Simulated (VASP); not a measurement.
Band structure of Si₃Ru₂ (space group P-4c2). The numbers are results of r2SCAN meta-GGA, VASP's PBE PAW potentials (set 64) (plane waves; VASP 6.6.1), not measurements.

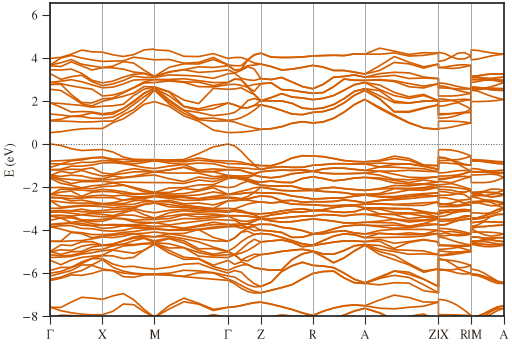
*Bands along high-symmetry lines, zero at the valence-band maximum or, without a gap, the Fermi level*

### Question
Read the plot: is there a gap, and where are the band edges?

### Answer
The gap is direct, 0.53 eV, from the valence maximum at Γ to the conduction minimum at Γ.

The structure comes from a measured Si3Ru2 entry (P-4c2) of the Crystallography Open Database, whose conditions weren't checked. It was relaxed first.
